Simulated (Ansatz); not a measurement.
# GaH3F− ([GaFH3]-): levels of theory compared

We compute a comparison of 6 runs (B2PLYP/STO-3G, B3LYP/STO-3G, PBE/STO-3G, SVWN5/STO-3G, UB3LYP/STO-3G, CCSD(T)/STO-3G) of GaH3F− ([GaFH3]-). 

Program for the calculation: Ansatz 0.2.0.

15 further runs of the same task are left out: 14 that didn't finish, 1 set aside as unsound or not needed.

### 1 The structure to begin with

The species is GaH3F− (5 atoms), meant as a singlet with charge -1. SMILES: `[H][Ga-]([H])([H])[F]`. The H5–Ga1 distance was set to 1.943 Å, away from the relaxed value.

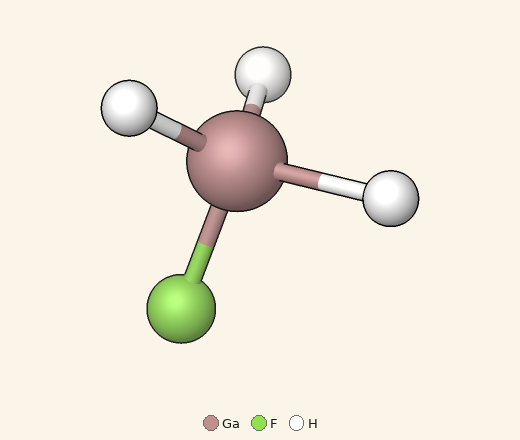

Viewed from a chosen angle; gallium pink, fluorine green, hydrogen white.

### 2 A single-point energy at B2PLYP/STO-3G (run 1)

in.yaml

```yaml
crystal:
  periodic: [false, false, false]
  atoms:
    - symbol: Ga
      position_ang: [0.184425, 0.323204, 0.020172]
    - symbol: F
      position_ang: [0.198145, 0.303374, 1.799712]
    - symbol: H
      position_ang: [1.673095, 0.333954, -0.427788]
    - symbol: H
      position_ang: [-0.565625, 1.616494, -0.401918]
    - symbol: H
      position_ang: [-0.745820, -1.288010, -0.541120]
basis:
  gaussian:
    orbitals: STO-3G
total_charge: -1
accuracy: high
hamiltonian:
  xc: {name: B2PLYP}
correlation:
  frozen_orbitals: {F: 1, Ga: 9, H: 0}
```

Launch:

```console
$ ansatz run in.yaml --threads 1 --pin off --max-ram 2610MiB --events-out events.jsonl --progress --plain --runs-dir runs
```

What it wrote:

```text
Warning: RAYON_NUM_THREADS=1 ignored (pool sized by the plan → 1); use --threads N
Functional definition: B2PLYP
  name "B2PLYP"
  parameter a = 0.53
  parameter c = 0.27
  exchange = (1 - a)*b88_x + a*exact_x
  correlation = (1 - c)*lyp_c + c*(mp2_os + mp2_ss)
385 factors; integrals over basis functions are off by at most 7.0e-9 eV
mean field evaluation 1: about -54379.3801 eV, gradient 1.8e2 eV
mean field evaluation 2: about -54379.4389 eV, gradient 1.8e2 eV
mean field evaluation 4: about -54470.5066 eV, gradient 7.8e0 eV
mean field evaluation 8: about -54470.9045 eV, gradient 1.9e-1 eV
mean field evaluation 16: about -54470.7754 eV, gradient 1.0e-4 eV
mean field evaluation 32: about -54413.2694 eV, gradient 1.2e2 eV
mean field evaluation 64: about -54444.9971 eV, gradient 6.7e1 eV
mean field evaluation 96: about -54470.7752 eV, gradient 1.3e-1 eV
mean field -54470.77542660 eV, -2001.7640753099 hartree, gradient 4.2e-8 eV, S^2 0.000000; 2 other end points of the search recorded, 0 dependent functions left out
10 core orbitals not correlated: weight in the atoms' cores, before any rotation towards them, 1.000 or more for the frozen orbitals, at most 0.000 for the correlated occupied ones
reference -54470.77544357 eV, -2001.7640759335 hartree; 12, 12 occupied and 4, 4 virtual orbitals, 385 factors
second order -3.55480289 eV of doubles, -0.00000000 eV of singles
Total energy: -54471.73524035 eV, -2001.7993478146 hartree
```

Run time: 3.6 s. Hardware: 1 thread of Arm Neoverse V1, shared host; peak memory 0.1 GiB.

### 3 The energy at B3LYP/STO-3G (run 2)

run.yaml

```yaml
crystal:
  periodic: [false, false, false]
  atoms:
    - {symbol: Ga, position_ang: [0.184425, 0.323204, 0.020172]}
    - {symbol: F, position_ang: [0.198145, 0.303374, 1.799712]}
    - {symbol: H, position_ang: [1.673095, 0.333954, -0.427788]}
    - {symbol: H, position_ang: [-0.565625, 1.616494, -0.401918]}
    - {symbol: H, position_ang: [-0.745820, -1.288010, -0.541120]}
basis:
  gaussian:
    orbitals: STO-3G
total_charge: -1
hamiltonian:
  xc: {name: B3LYP}
accuracy: high
```

Launch:

```console
$ ansatz run run.yaml --threads 1 --pin off --max-ram 2610MiB --events-out events.jsonl --progress --plain --runs-dir runs
```

What it wrote:

```text
Warning: RAYON_NUM_THREADS=1 ignored (pool sized by the plan → 1); use --threads N
Functional definition: B3LYP
  name "B3LYP"
  parameter a0 = 0.2
  parameter ax = 0.72
  parameter ac = 0.81
  exchange = (1 - a0 - ax)*slater_x + ax*b88_x + a0*exact_x
  correlation = (1 - ac)*vwn_rpa_c + ac*lyp_c
385 factors; integrals over basis functions are off by at most 7.0e-9 eV
mean field evaluation 1: about -53932.5869 eV, gradient 3.4e2 eV
mean field evaluation 2: about -54300.1737 eV, gradient 2.2e2 eV
mean field evaluation 4: about -54437.0493 eV, gradient 1.1e2 eV
mean field evaluation 8: about -54484.3430 eV, gradient 6.2e0 eV
mean field evaluation 16: about -54484.5003 eV, gradient 6.0e-4 eV
mean field -54484.50033871 eV, -2002.2684565269 hartree, gradient 5.3e-8 eV, S^2 0.000000; 0 other end points of the search recorded, 0 dependent functions left out
reference -54484.50036515 eV, -2002.2684574986 hartree; 22, 22 occupied and 4, 4 virtual orbitals, 385 factors
Total energy: -54484.50036515 eV, -2002.2684574986 hartree
```

Wall time 1.6 s (1 thread of Arm Neoverse V1, shared host); peak memory 0.094 GiB.

Runs 3 to 5 aren't shown in full; the table further down has their settings and results.

### 4 A single-point energy at CCSD(T)/STO-3G (run 6)

input.yaml

```yaml
basis:
  gaussian:
    orbitals: STO-3G
crystal:
  periodic: [false, false, false]
  atoms:
    - {symbol: Ga, position_ang: [0.184425, 0.323204, 0.020172]}
    - {symbol: F, position_ang: [0.198145, 0.303374, 1.799712]}
    - {symbol: H, position_ang: [1.673095, 0.333954, -0.427788]}
    - {symbol: H, position_ang: [-0.565625, 1.616494, -0.401918]}
    - {symbol: H, position_ang: [-0.745820, -1.288010, -0.541120]}
total_charge: -1
correlation:
  method: ccsd_t
  frozen_orbitals: {F: 1, Ga: 9, H: 0}
accuracy: high
scf:
  omitted_lower_state_checks: [cluster_reference, increment]
```

Launch:

```console
$ ansatz run input.yaml --threads 1 --pin off --max-ram 2610MiB --events-out events.jsonl --progress --plain --runs-dir runs
```

What it wrote (excerpt; [...] marks lines left out):

```text
Warning: RAYON_NUM_THREADS=1 ignored (pool sized by the plan → 1); use --threads N
Functional definition: HF
  name "HF"
[...]
385 factors; integrals over basis functions are off by at most 7.0e-9 eV
[...]
mean field -54436.34851902 eV, -2000.4989097917 hartree, gradient 2.6e-8 eV, S^2 0.000000; 0 other end points of the search recorded, 0 dependent functions left out
10 core orbitals not correlated: weight in the atoms' cores, before any rotation towards them, 1.000 or more for the frozen orbitals, at most 0.000 for the correlated occupied ones
reference -54436.34851902 eV, -2000.4989097917 hartree; 12, 12 occupied and 4, 4 virtual orbitals, 385 factors
second order -1.84873015 eV of doubles, -0.00000000 eV of singles
cycle   1  -2.17366674 eV  change   -3.2e-1 eV  update   9.4e-2
[...]
cycle  30  -2.58407202 eV  change  -2.0e-10 eV  update   2.7e-9
perturbative correction -0.23215338 eV, -0.0085314792 hartree
Total energy: -54439.16474442 eV, -2000.6024041662 hartree
Checks for a lower state left out: cluster_reference, increment
```

Run time: 0.32 s. Hardware: 1 thread of Arm Neoverse V1, shared host.

### 5 The series

| run | level | frozen core orbitals | energy (Eh) | wall time |
| --- | --- | --- | --- | --- |
| 1 | B2PLYP/STO-3G | 10 | -2001.799348 | 3.6 s |
| 2 | B3LYP/STO-3G | – | -2002.268457 | 1.6 s |
| 3 | PBE/STO-3G | – | -2001.835508 | 1.6 s |
| 4 | SVWN5/STO-3G | – | -1998.372431 | 1.1 s |
| 5 | UB3LYP/STO-3G | – | -2002.268457 | 2.7 s |
| 6 | CCSD(T)/STO-3G | 10 | -2000.602404 | 0.32 s |

### 6 What came out

| quantity | value |
| --- | --- |
| run 6: total energy | -2000.60240 Eh |
| run 6: correlation energy (10 core orbitals frozen) | -103.5 mEh |
| run 6: (T) correction | -8.53 mEh |
| run 6: T1 diagnostic | 0.024 |

In words: Totals of different functionals can't be ranked against each other. In runs 1, 2, 3, 4, 5, 6 the basis is minimal, so the values are rough. All runs together took 11 s, the longest 3.6 s.
